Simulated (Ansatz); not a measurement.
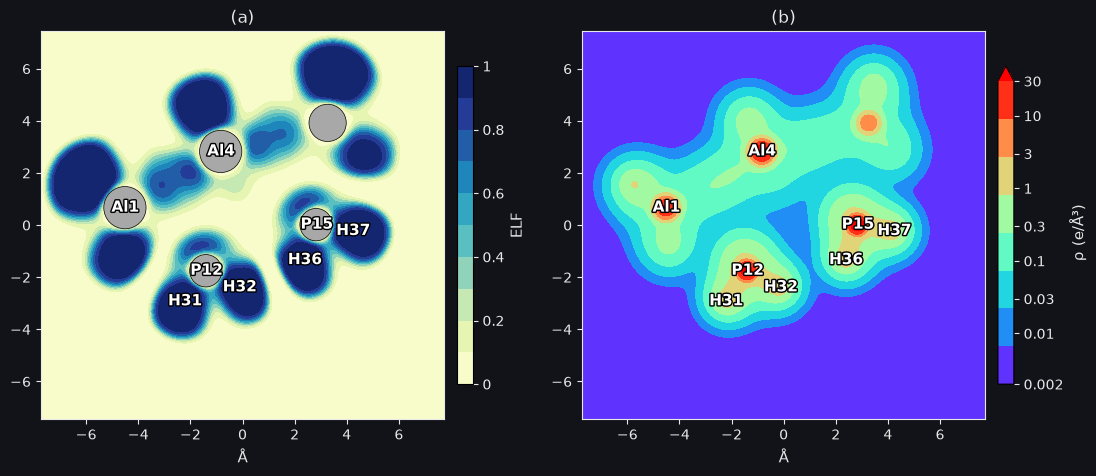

The picture shows: Al7H22P8 (charge +1). (a) electron localisation function; (b) electron density on the plane of atoms H36, P15 and H37. Grey discs cover the atomic cores in the ELF map.

Geometry: PBE-D4/def2-SVP.

The calculation used Ansatz 0.2.0, RKS PBE0-D4/def2-TZVP.

The calculation's input:

```
crystal:
  periodic: [false, false, false]
  atoms:
    - {symbol: Al, position_ang: [1.178680, -4.188169, -1.023926]}
    - {symbol: P, position_ang: [0.287955, -4.050469, 1.248969]}
    - {symbol: P, position_ang: [0.467717, -1.996530, -1.829281]}
    - {symbol: Al, position_ang: [-1.495862, -0.864158, -1.053251]}
    - {symbol: Al, position_ang: [0.683038, -1.926827, 2.302182]}
    - {symbol: P, position_ang: [-1.076658, -0.621073, 1.327541]}
    - {symbol: P, position_ang: [-1.493277, 1.401703, -1.831706]}
    - {symbol: Al, position_ang: [-3.038559, 3.112605, -1.030304]}
    - {symbol: Al, position_ang: [-1.332277, 1.556117, 2.300000]}
    - {symbol: P, position_ang: [-3.367769, 2.272490, 1.242267]}
    - {symbol: Al, position_ang: [2.593716, -1.027853, -1.403430]}
    - {symbol: P, position_ang: [2.608119, -1.140872, 1.034601]}
    - {symbol: P, position_ang: [2.350093, 1.356141, -1.815293]}
    - {symbol: Al, position_ang: [0.407314, 2.759436, -1.403868]}
    - {symbol: P, position_ang: [0.312851, 2.829562, 1.034004]}
    - {symbol: H, position_ang: [0.641885, -5.433250, -1.852240]}
    - {symbol: H, position_ang: [2.722918, -3.873835, -0.645695]}
    - {symbol: H, position_ang: [-1.100633, -4.345686, 1.411273]}
    - {symbol: H, position_ang: [0.850919, -5.084378, 2.059176]}
    - {symbol: H, position_ang: [0.363961, -2.098807, -3.253553]}
    - {symbol: H, position_ang: [-2.855991, -1.648882, -1.317261]}
    - {symbol: H, position_ang: [0.876155, -1.836581, 3.876623]}
    - {symbol: H, position_ang: [-2.213175, -1.278459, 1.908975]}
    - {symbol: H, position_ang: [-1.631658, 1.361184, -3.256133]}
    - {symbol: H, position_ang: [-4.383875, 3.268232, -1.861174]}
    - {symbol: H, position_ang: [-1.996093, 4.293867, -0.650852]}
    - {symbol: H, position_ang: [-1.160530, 1.680135, 3.874626]}
    - {symbol: H, position_ang: [-4.316359, 1.215970, 1.402610]}
    - {symbol: H, position_ang: [-3.985021, 3.276012, 2.051160]}
    - {symbol: H, position_ang: [3.902000, -1.584944, -2.107540]}
    - {symbol: H, position_ang: [3.766848, -1.862805, 1.453855]}
    - {symbol: H, position_ang: [2.949434, 0.139911, 1.576517]}
    - {symbol: H, position_ang: [2.496512, 1.440953, -3.237176]}
    - {symbol: H, position_ang: [3.550156, 2.048639, -1.453870]}
    - {symbol: H, position_ang: [0.579307, 4.171013, -2.107873]}
    - {symbol: H, position_ang: [1.591702, 2.485100, 1.578398]}
    - {symbol: H, position_ang: [0.266490, 4.194527, 1.451658]}
basis:
  gaussian: {orbitals: def2-TZVP, fitting: {mean_field: def2-universal-jkfit}, initial_orbitals: start.molden}
total_charge: 1
hamiltonian: {xc: pbe0, dispersion: d4}
scf: {omitted_lower_state_checks: [starts]}
output: {forces: true, orbitals: {seedname: orbitals}}
```

Run with:

```sh
ansatz run in.yaml --threads 2 --pin off --events-out ev --progress --plain --max-ram 22528MiB --backend cuda --devices 0, --max-vram 18GiB
```

Question: Interpret the plot.

Answer: The plane passes through Al, P and H nuclei. P–H (1.43 Å): ρ is about 1.1 e/Å³ halfway; the ELF climbs to about 1 towards the hydrogen, as it does in any bond to H.
